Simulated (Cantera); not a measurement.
Input: 1 mol CuO, 4.4 mol C, 7.6 mol H2, equilibrated at 1.33 mbar.

Equilibrium computed with Cantera from the NASA thermochemical tables; the gas is ideal and each condensed phase is pure. Candidate condensed phases: C, C6H6, C7H8, C8H18, Cu, CuO, Cu(OH)2, Cu2O, H2O; 113 gas species. The numbers say what is thermodynamically allowed, not how fast it happens.

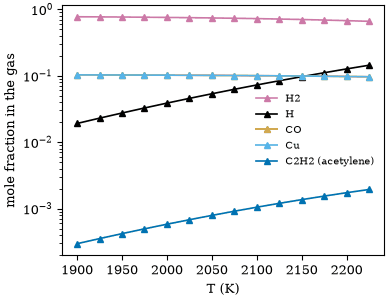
Figure. Equilibrium gas composition (values under 1e-9 drawn at 1e-9)

Problem. Read off the mole fractions at 2050 K.

Solution. H2 about 0.74, CO about 0.10, Cu about 0.10, H about 0.054, C2H2 (acetylene) about 0.00079.
